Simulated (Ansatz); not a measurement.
## Y2Ti2S2O5 (I4/mmm): the r2SCAN gap against the k mesh of the density

Aim: see how gap, energy and time of Y2Ti2S2O5 (I4/mmm) follow the k mesh of the density.

Main program and level: Ansatz 0.2.0; DFT, r2SCAN, plane waves, PAW; PAW set soft_1.

### Step 1. The starting structure

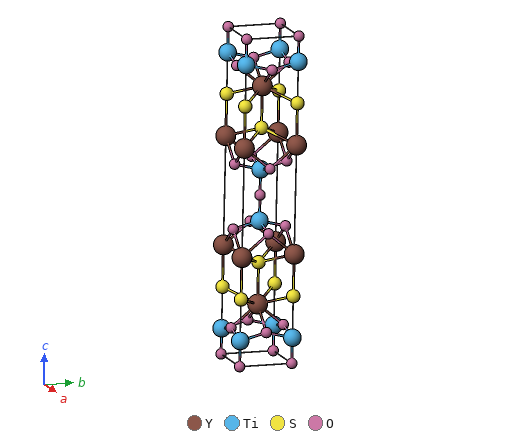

The cell as given, slightly off an axis (yttrium brown, titanium blue, sulfur yellow, oxygen pink). This picture shows the conventional cell, with its axes. Some periodic images of atoms are drawn too.

As a file:

```cif
data_structure
_symmetry_space_group_name_H-M 'P 1'
_symmetry_Int_Tables_number 1
_cell_length_a 11.8532
_cell_length_b 11.8532
_cell_length_c 11.8532
_cell_angle_alpha 161.572
_cell_angle_beta 161.572
_cell_angle_gamma 26.176
_cell_volume 166.36
loop_
_atom_site_label
_atom_site_type_symbol
_atom_site_fract_x
_atom_site_fract_y
_atom_site_fract_z
_atom_site_occupancy
Y1 Y 0.66670 0.66670 0.00000 1
Y2 Y 0.33330 0.33330 0.00000 1
Ti3 Ti 0.92149 0.92149 0.00000 1
Ti4 Ti 0.07851 0.07851 0.00000 1
S5 S 0.79475 0.79475 0.00000 1
S6 S 0.20525 0.20525 0.00000 1
O7 O 0.00000 0.00000 0.00000 1
O8 O 0.90080 0.40081 0.50000 1
O9 O 0.59920 0.09920 0.50000 1
O10 O 0.40081 0.90080 0.50000 1
O11 O 0.09920 0.59920 0.50000 1
```

The cell and positions are those that the Materials Project relaxed with its own functionals (PBE, PBE+U or r2SCAN), kept fixed. At the settings of the band run the largest force is still 0.22 eV/Å.

### Step 2. k mesh of the density: 2×2×2

Contents of input.yaml:

```yaml
crystal:
  lattice:
    - [-1.898002, 1.898002, 11.54533]
    - [1.898002, -1.898002, 11.54533]
    - [1.898002, 1.898002, -11.54533]
  atoms:
    - { symbol: "Y", position: [0.666698, 0.666698, 0.0] }
    - { symbol: "Y", position: [0.333302, 0.333302, 0.0] }
    - { symbol: Ti, position: [0.921493, 0.921493, 0.0] }
    - { symbol: Ti, position: [0.078507, 0.078507, 0.0] }
    - { symbol: S, position: [0.794752, 0.794752, 0.0] }
    - { symbol: S, position: [0.205248, 0.205248, 0.0] }
    - { symbol: O, position: [0.0, 0.0, 0.0] }
    - { symbol: O, position: [0.900805, 0.400805, 0.5] }
    - { symbol: O, position: [0.599195, 0.099195, 0.5] }
    - { symbol: O, position: [0.400805, 0.900805, 0.5] }
    - { symbol: O, position: [0.099195, 0.599195, 0.5] }
kpoints:
  mp_grid: { grid: [2, 2, 2] }
  band_path:
    path:
      - [0.0, 0.0, 0.0]
      - [0.0, 0.0, 0.5]
      - [0.25, 0.25, 0.25]
      - [0.0, 0.5, 0.0]
      - [0.5, 0.5, -0.5]
      - [0.25675648, 0.74324352, -0.25675648]
      - [-0.25675648, 0.25675648, 0.25675648]
      - [-0.01351296, 0.01351296, 0.5]
    npoints: 1
hamiltonian:
  xc: r2scan
  pseudopotentials: { kind: paw, azcp: { folder: soft_1 } }
scf:
  occupations: { method: fixed }
  n_extra_bands: 7
output:
  eigenvalues: true
  forces: true
  stress: true
```

On the command line:

```
$ ansatz run input.yaml --threads 3 --pin off --max-ram 92160MiB --backend cuda --events-out ev --progress --plain --runs-dir out --devices 1 --max-vram 13GiB
```

Numbers of over 12 decimals in the logs are rounded to 6 here.

The program printed:

```text
basis.fft_grid_basis auto: the FFT boxes are laid along the combinations [[1, 0, 1], [0, 1, 1], [0, 0, 1]] of the cell's own vectors, 3.796, 3.796 and 11.853 Å long. The dense box has 30×30×90 points. Along the cell's own vectors, as sized, it would have 90×90×90, 9.00 times as many. Of the 16 symmetry operations that the crystal satisfies within crystal.symmetry.tolerance (time reversal apart; of a slab, those that  [...]
scf.n_extra_bands = 7 over 44 filled bands (N_el = 88.0): the run solves 51 bands
GPUs: using 1 of 1 available (devices: 1).
Engine: ansatz 0.2.0, x86_64-unknown-linux-gnu
Pseudopotentials: kind: paw
Pseudopotential: Y, paw, valence charge 11, recommended cutoff 500 eV (meta_gga), soft_1/Y.paw.azcp
Pseudopotential: Ti, paw, valence charge 12, recommended cutoff 500 eV (meta_gga), soft_1/Ti.paw.azcp
Pseudopotential: S, paw, valence charge 6, recommended cutoff 500 eV (meta_gga), soft_1/S.paw.azcp
Pseudopotential: O, paw, valence charge 6, recommended cutoff 500 eV (meta_gga), soft_1/O.paw.azcp
Functional definition: r2SCAN
  parameter k0 = 0.174
  parameter k1 = 0.065
  parameter a1 = 4.9479
  exchange = r2scan_x(k0 = k0, k1 = k1, a1 = a1)
  correlation = r2scan_c
concurrent solve slots: 2 of 3 are kept, ahead of what memory takes: no pass of the eigensolver takes more rounds on 2
device memory: the entry about to start is reckoned to put 3.0 GiB on a device that reports 51.7 GiB free (of which the cap on the GPU budget leaves the run 13.0 GiB)
GPU FFT provider: cuFFT
GPU libraries: cuBLAS 13.8.2, cuFFT 12.4.0, cuSOLVER 12.3.4
Crystal: 11 atoms, lattice volume = 166.364 Å³
Basis set: ecut = 500 eV, 4231 PW (Γ), FFT grids on a1+a3, a2+a3, a3, exchange–correlation on 120×120×360 points (64 copies of the dense FFT grid, shifted against one another)
Bands: 51, of which v1, the nominal top of the filled ones, is band 44 counted from 1 (43 counted from 0)
Symmetry: 16 space group operations
Space group: I4/mmm (ITA 139), of the structure as read, at distance tolerance 5.5e-5 Å
k-points: 4 of 8
Non-local potential: Y, projectors of the file, l = 0: 3, l = 1: 2, l = 2: 2, l = 3: 1
Non-local potential: Ti, projectors of the file, l = 0: 3, l = 1: 2, l = 2: 3, l = 3: 1
Non-local potential: S, projectors of the file, l = 0: 2, l = 1: 2, l = 2: 1
Non-local potential: O, projectors of the file, l = 0: 2, l = 1: 2, l = 2: 1
PAW form: soft (Blöchl's): semilocal exchange-correlation on the pseudo side does not see the compensation charge
PAW frozen core: Y, regenerated for the run's functional (the file was generated under x = pbe(κ = 0.804, μ = 0.219515), c = pbe(β = 0.066725))
PAW frozen core: Ti, regenerated for the run's functional (the file was generated under x = pbe(κ = 0.804, μ = 0.219515), c = pbe(β = 0.066725))
PAW frozen core: S, regenerated for the run's functional (the file was generated under x = pbe(κ = 0.804, μ = 0.219515), c = pbe(β = 0.066725))
PAW frozen core: O, regenerated for the run's functional (the file was generated under x = pbe(κ = 0.804, μ = 0.219515), c = pbe(β = 0.066725))
PAW one-centre angular grid: Y, 590 points (default); XC on 160 Gauss nodes
PAW one-centre angular grid: Ti, 590 points (default); XC on 160 Gauss nodes
PAW one-centre angular grid: S, 302 points (default); XC on 160 Gauss nodes
PAW one-centre angular grid: O, 302 points (default); XC on 160 Gauss nodes
Initial density: superposition of atomic densities (chi_scale 0.1, normalization cell, long waves of neutral atoms (reshape's long-wave potential 2.92 eV rms, cloud 2.95 Å wide))
Initial wavefunctions: pseudopotential atomic-orbital guess
GPU buffer pool allocated for 81000 grid points (all kernels)
GPU transforms: local potential: pruned to the plane-wave sphere, on 27×27×90; band sums: pruned to the plane-wave sphere, on 30×30×90
Functional: x = r2scan, c = r2scan; τ floored in thin density (d = 2e-4 eV/Å³)
SCF iter   1: F=—  HF=-17405.830019 eV  |F-HF|=—  |Δ(HF+E_count)|=         —  Δρ=4.89e-2  dr2=1.17e1  dr2_τ=5.27e-1  ethr=3.10e-3  ⟨swp⟩=5.5  Hψ=709  notcnv=0  defer=17
preconditioner: auto → Resta (q_TF=auto, 2.454 Å⁻¹)  ε∞=4.2  [insulator: Δε(μ)=2.456 eV  Ē_g=13.268 eV  n_scr=44 (ndim 8)  ℏωp=23.7 eV  f_vac=0.046  ε∞_Penn≈4.2]
SCF iter   2: F=—  HF=-17404.850865 eV  |F-HF|=—  |Δ(HF+E_count)|=   9.79e-1  Δρ=2.45e-2  dr2=1.79e0  dr2_τ=7.93e-2  ethr=3.10e-3  ⟨swp⟩=3.2  Hψ=438  notcnv=0  defer=18
SCF iter   3: F=—  HF=-17404.874577 eV  |F-HF|=—  |Δ(HF+E_count)|=   2.37e-2  Δρ=1.16e-2  dr2=2.80e-1  dr2_τ=1.43e-2  ethr=2.04e-3  ⟨swp⟩=2.0  Hψ=332  notcnv=0  defer=16
SCF iter   4: F=—  HF=-17404.901792 eV  |F-HF|=—  |Δ(HF+E_count)|=   2.72e-2  Δρ=1.09e-2  dr2=1.88e-1  dr2_τ=2.08e-2  ethr=3.18e-4  ⟨swp⟩=2.0  Hψ=351  notcnv=0  defer=18
SCF iter   5: F=—  HF=-17404.876162 eV  |F-HF|=—  |Δ(HF+E_count)|=   2.56e-2  Δρ=1.90e-3  dr2=8.25e-3  dr2_τ=4.38e-4  ethr=2.14e-4  ⟨swp⟩=2.0  Hψ=310  notcnv=0  defer=18
SCF iter   6: F=—  HF=-17404.879003 eV  |F-HF|=—  |Δ(HF+E_count)|=   2.84e-3  Δρ=6.69e-4  dr2=1.25e-3  dr2_τ=6.16e-5  ethr=9.38e-6  ⟨swp⟩=2.0  Hψ=335  notcnv=0  defer=20
SCF iter   7: F=—  HF=-17404.879833 eV  |F-HF|=—  |Δ(HF+E_count)|=   8.30e-4  Δρ=5.50e-4  dr2=4.89e-4  dr2_τ=4.61e-5  ethr=1.42e-6  ⟨swp⟩=2.0  Hψ=317  notcnv=0  defer=20
SCF iter   8: F=—  HF=-17404.879901 eV  |F-HF|=—  |Δ(HF+E_count)|=   6.84e-5  Δρ=2.25e-4  dr2=7.83e-5  dr2_τ=8.55e-6  ethr=5.56e-7  ⟨swp⟩=2.0  Hψ=304  notcnv=0  defer=16
SCF iter   9: F=—  HF=-17404.880251 eV  |F-HF|=—  |Δ(HF+E_count)|=   3.50e-4  Δρ=4.14e-5  dr2=3.65e-6  dr2_τ=9.87e-8  ethr=8.90e-8  ⟨swp⟩=2.0  Hψ=287  notcnv=0  defer=10
SCF iter  10: F=—  HF=-17404.880259 eV  |F-HF|=—  |Δ(HF+E_count)|=   7.73e-6  Δρ=8.57e-6  dr2=1.44e-7  dr2_τ=1.17e-8  ethr=4.15e-9  ⟨swp⟩=2.2  Hψ=309  notcnv=0  defer=10
SCF iter  11: F=-17404.880259 eV  HF=-17404.880259 eV  |F-HF|=1.47e-8  |Δ(HF+E_count)|=   4.18e-7  Δρ=2.13e-6  dr2=8.87e-9  dr2_τ=1.07e-9  ethr=1.14e-10  ⟨swp⟩=18.2  Hψ=1008  notcnv=0
SCF 1 converged in 11 iterations: F = -17404.880259 eV  dr2 = 8.87e-9
[...]
device memory: the entry about to start is reckoned to put 2.3 GiB on a device that reports 48.3 GiB free (of which the cap on the GPU budget leaves the run 13.0 GiB)
NSCF: frozen V_eff on 8 k-points
SCF converged after 11 iterations
Free energy (F): -17404.880259 eV
Harris-Foulkes:  -17404.880259 eV  (|F-HF|=1.47e-8)
Internal energy: -17404.880259 eV  (E = F + TS)
E sigma→0 (E₀):  -17404.880259 eV
Fermi energy:    8.422831 eV
--- Per-component energies (eV) ---
  E_band       = -745.063415
  E_kinetic    = 2251.662887
  E_local      = -6423.260818  (includes V_loc(G=0)·N_el)
  E_nonlocal   = 487.972786
  E_hartree    = 2496.638615
  E_xc         = -1104.142015
  E_vxc        = -1483.325178  (∫ρ·V_xc dr)
  E_paw        = -9815.020014  (= ΣΔE_a)
  E_vpaw       = -658.871141  (= ΣTr[D̂ρ^β])
  E_aug_tail   = 0.001296  (compensation charges beyond the density's cutoff)
  E_vtau       = 87.475177  (kinetic-family band-sum trace: ∫τ·v_τ [+ j·A + Jᵃ·Aᵃ] dr)
  E_ewald      = -5297.538939
  E_core_change = -1.194057  (= ΣΔE_core)
  E_smearing   = -0.000000  (= −TS)
  E_closure    = 0.000000  (closes the sum)
  Σ components = -17404.880259   (vs F -17404.880259, Δ=0.00e0)
--- Forces (eV/Å), atoms counted from 1 ---
  atom   1  Y      0.00000000     0.00000000    -0.09960346
  atom   2  Y     -0.00000000    -0.00000000     0.09960346
  atom   3  Ti    -0.00000000    -0.00000000     0.66302775
  atom   4  Ti     0.00000000     0.00000000    -0.66302775
  atom   5  S      0.00000000    -0.00000000     0.32534207
  atom   6  S      0.00000000    -0.00000000    -0.32534207
  atom   7  O      0.00000000    -0.00000000     0.00000000
  atom   8  O      0.00000000     0.00000000    -0.31320184
  atom   9  O      0.00000000    -0.00000000     0.31320184
  atom  10  O     -0.00000000     0.00000000    -0.31320184
  atom  11  O      0.00000000    -0.00000000     0.31320184
  max |Σ_I F_I| component: 1.67e-16 eV/Å
--- Stress (GPa, compression-positive) ---
       -3.388332       0.000000       0.000000
        0.000000      -3.388332       0.000000
        0.000000       0.000000      -2.791598
  P = ⅓ Tr σ = -3.1894 GPa (-31.894 kbar)
--- Band table (eV) ---
  k-point 0: bands = [... 40 lower, 7.1096, 8.1296, 8.4228, 8.4228, 9.5736, 9.5974, 10.7926, 10.7926, ... 3 higher]
  k-point 1: bands = [... 40 lower, 6.8133, 6.8140, 7.1935, 7.2151, 10.4372, 10.4378, 11.1969, 11.4930, ... 3 higher]
  k-point 2: bands = [... 40 lower, 7.0255, 7.0296, 7.4838, 7.6226, 10.4005, 10.8441, 10.9207, 10.9490, ... 3 higher]
  k-point 3: bands = [... 40 lower, 7.1192, 8.0446, 8.4227, 8.4227, 9.5750, 9.5959, 10.7980, 10.7980, ... 3 higher]
```

Run time: 9.1 s. Hardware: 1 × NVIDIA H100 80GB HBM3 (shared by 6 runs) with 3 threads of AMD EPYC 7R13 (Zen 3), shared host; peak memory 1.2 GiB.

In the SCF lines HF is the Harris–Foulkes energy and dr2 the Hartree energy of the density residual, in eV; the loop may stop once dr2 is under the threshold and the program's other checks hold. Hψ counts applications of the Hamiltonian.

This step gave:

```yaml
pressure: -3.189 GPa
gap: 1.151 eV
valence_top_at: Γ
conduction_bottom_at: Γ
least_direct_gap: 1.151 eV
```

The gap is direct, at Γ.

### Step 3. k mesh of the density: 4×4×4

Changes to input.yaml since step 2:

```diff
@@ -18,3 +18,3 @@
 kpoints:
-  mp_grid: { grid: [2, 2, 2] }
+  mp_grid: { grid: [4, 4, 4] }
   band_path:
```

The program printed:

```text
[...]
GPUs: using 1 of 1 available (devices: 1).
[...]
GPU FFT provider: cuFFT
GPU libraries: cuBLAS 13.8.2, cuFFT 12.4.0, cuSOLVER 12.3.4
Crystal: 11 atoms, lattice volume = 166.364 Å³
Basis set: ecut = 500 eV, 4231 PW (Γ), FFT grids on a1+a3, a2+a3, a3, exchange–correlation on 120×120×360 points (64 copies of the dense FFT grid, shifted against one another)
[...]
k-point 0: bands = [... 40 lower, 7.0875, 8.1031, 8.3820, 8.3820, 9.5351, 9.5589, 10.7484, 10.7484, ... 3 higher]
  k-point 1: bands = [... 40 lower, 6.6145, 7.2862, 7.6490, 7.7020, 10.0513, 10.2617, 10.6697, 10.7705, ... 3 higher]
  k-point 2: bands = [... 40 lower, 6.8712, 6.8720, 7.1568, 7.1802, 10.3870, 10.3875, 11.1288, 11.4615, ... 3 higher]
  k-point 12: bands = [... 40 lower, 7.0988, 8.0184, 8.3818, 8.3818, 9.5365, 9.5576, 10.7533, 10.7533, ... 3 higher]
[key lines of the parts left out:]
SCF converged after 11 iterations
Free energy (F): -17404.969774 eV
Fermi energy:    8.382043 eV
P = ⅓ Tr σ = -3.1377 GPa (-31.377 kbar)
```

Elapsed: 8.3 s, on 1 × NVIDIA H100 80GB HBM3 (shared by 6 runs) with 3 threads; peak memory 1.2 GiB.

Numbers from this step:

```
pressure             : -3.138 GPa
gap                  : 1.153 eV
valence top at       : Γ
conduction bottom at : Γ
least direct gap     : 1.153 eV
```

The gap is 1.153 eV, +0.002 eV from the run before at this level.

### Step 4. k mesh of the density: 8×8×8 (the default)

input.yaml, the sections that differ from step 3:

```yaml
kpoints:
  mp_grid: { grid: [8, 8, 8] }
  band_path:
    path:
      - [[0.0, 0.0, 0.0], [0.0, 0.0, 0.5], [0.25, 0.25, 0.25], [0.0, 0.5, 0.0], [0.0, 0.0, 0.0], [0.5, 0.5, -0.5], [0.25675648, 0.74324352, -0.25675648]]
      - [[-0.25675648, 0.25675648, 0.25675648], [0.0, 0.0, 0.0]]
      - [[0.0, 0.0, 0.5], [-0.01351296, 0.01351296, 0.5]]
      - [[0.5, 0.5, -0.01351296], [0.5, 0.5, -0.5]]
    npoints: 10
scf:
  occupations: { method: fermi_dirac, width: 0.02 }
  n_extra_bands: 7
output:
  eigenvalues: true
  forces: true
  stress: true
  write_density: true
  write_potential: true
  elf: true
  volumetric_format: npy
# crystal, hamiltonian: as in step 3
```

The program printed:

```text
[...]
GPUs: using 1 of 1 available (devices: 1).
[...]
GPU FFT provider: cuFFT
GPU libraries: cuBLAS 13.8.2, cuFFT 12.4.0, cuSOLVER 12.3.4
Crystal: 11 atoms, lattice volume = 166.364 Å³
Basis set: ecut = 500 eV, 4231 PW (Γ), FFT grids on a1−a2, a2, a1+a3, exchange–correlation on 160×360×120 points (64 copies of the dense FFT grid, shifted against one another)
[...]
k-point 0: bands = [... 40 lower, 7.0842, 8.1000, 8.3783, 8.3783, 9.5383, 9.5621, 10.7516, 10.7516, ... 3 higher]
  k-point 1: bands = [... 40 lower, 6.7039, 7.6260, 8.0771, 8.2339, 9.9794, 9.9895, 10.3120, 10.5511, ... 3 higher]
  k-point 2: bands = [... 40 lower, 6.6115, 7.2834, 7.6455, 7.6994, 10.0551, 10.2652, 10.6727, 10.7735, ... 3 higher]
  k-point 58: bands = [... 40 lower, 7.0955, 8.0154, 8.3780, 8.3780, 9.5397, 9.5608, 10.7566, 10.7566, ... 3 higher]
[key lines of the parts left out:]
SCF converged after 11 iterations
Free energy (F): -17404.982123 eV
Fermi energy:    8.962701 eV
P = ⅓ Tr σ = -3.1667 GPa (-31.667 kbar)
```

The job ended after 23 s (1 × NVIDIA H100 80GB HBM3 (shared by 6 runs) with 3 threads; peak memory 1.6 GiB).

Numbers from this step:

| Item | Value |
| --- | --- |
| pressure | -3.167 GPa |
| gap | 1.160 eV |
| valence top at | Γ |
| conduction bottom at | Γ |
| least direct gap | 1.160 eV |

The gap is 1.160 eV, +0.007 eV from the run before at this level.

### Step 5. k mesh of the density: 12×12×12

input.yaml, the sections that differ from step 4:

```yaml
kpoints:
  mp_grid: { grid: [12, 12, 12] }
  band_path:
    path:
      - [0.0, 0.0, 0.0]
      - [0.0, 0.0, 0.5]
      - [0.25, 0.25, 0.25]
      - [0.0, 0.5, 0.0]
      - [0.5, 0.5, -0.5]
      - [0.25675648, 0.74324352, -0.25675648]
      - [-0.25675648, 0.25675648, 0.25675648]
      - [-0.01351296, 0.01351296, 0.5]
    npoints: 1
scf:
  occupations: { method: fixed }
  n_extra_bands: 7
# crystal, hamiltonian, output: as in step 4
```

The program printed:

```text
[...]
GPUs: using 1 of 1 available (devices: 1).
[...]
GPU FFT provider: cuFFT
GPU libraries: cuBLAS 13.8.2, cuFFT 12.4.0, cuSOLVER 12.3.4
Crystal: 11 atoms, lattice volume = 166.364 Å³
Basis set: ecut = 500 eV, 4231 PW (Γ), FFT grids on a1−a2, a2, a1+a3, exchange–correlation on 160×360×120 points (64 copies of the dense FFT grid, shifted against one another)
[...]
k-point 0: bands = [... 40 lower, 7.0842, 8.0999, 8.3783, 8.3783, 9.5383, 9.5621, 10.7516, 10.7516, ... 3 higher]
  k-point 1: bands = [... 40 lower, 6.8906, 7.9651, 8.2253, 8.2255, 9.7583, 9.7759, 10.5025, 10.6482, ... 3 higher]
  k-point 2: bands = [... 40 lower, 6.6125, 7.3856, 7.9207, 8.1367, 10.1594, 10.2094, 10.2231, 10.4762, ... 3 higher]
  k-point 162: bands = [... 40 lower, 7.0955, 8.0154, 8.3780, 8.3780, 9.5397, 9.5607, 10.7566, 10.7566, ... 3 higher]
[key lines of the parts left out:]
SCF converged after 11 iterations
Free energy (F): -17404.982120 eV
Fermi energy:    8.378281 eV
P = ⅓ Tr σ = -3.1667 GPa (-31.667 kbar)
```

Wall time 21 s (1 × NVIDIA H100 80GB HBM3 (shared by 6 runs) with 3 threads); peak memory 1.9 GiB; 38 s of CPU time.

This step gave:

| Item | Value |
| --- | --- |
| pressure | -3.167 GPa |
| gap | 1.160 eV |
| valence top at | Γ |
| conduction bottom at | Γ |
| least direct gap | 1.160 eV |

The gap is 1.160 eV, as in the run before at this level.

### Step 6. The series

Differences are against the last row; a negative gap means that bands overlap, and a run with a band path holds that path's time. Times are wall times on 1 × NVIDIA H100 80GB HBM3 (shared by 6 runs) with 3 threads of AMD EPYC 7R13 (Zen 3), shared host, good to a factor of about two.

| k mesh of the density | gap (eV) | direct gap (eV) | gap error (eV) | energy error (meV/atom) | irreducible k | time |
| --- | --- | --- | --- | --- | --- | --- |
| 2×2×2 | 1.151 | 1.151 | −0.009 | +9.3 | 4 | 9.1 s |
| 4×4×4 | 1.153 | 1.153 | −0.007 | +1.1 | 13 | 8.3 s |
| 8×8×8 | 1.160 | 1.160 | +0.000 | +0.0 | 59 | 23 s |
| 12×12×12 | 1.160 | 1.160 | +0.000 | +0.0 | 163 | 21 s |

### Step 7. Outcome

```yaml
2x2x2: 1.151 eV
4x4x4: 1.153 eV
8x8x8: 1.160 eV
12x12x12: 1.160 eV
```

In words: The gap holds to 0.02 eV from 2×2×2 on, the cheapest setting tried. At 2×2×2 the gap is off by −0.009 eV and the energy by +9 meV/atom. The gap is read over the mesh and added points near the edges, so meshes differ mainly through the density and, for a hybrid, the exchange operator.

[Paths, hosts, dates, memory and timing lines, banners, echoed tables and standing remarks are left out of the program output.]

[Logs are printed without paths, hosts, clocks, repeated set-up lines and the standing remarks that a program may print on its own settings, such as how far it seeks lower states.]

[Runs of the session that timed out or met a known fault of the program may be left out.]

[Cells called generated may have been cut or substituted from an entry of the Crystallography Open Database or the Materials Project.]

[Hosts, paths, dates, database ids (printed as entryN), source tags and the programs' standing remarks are cut or masked in the printed files.]
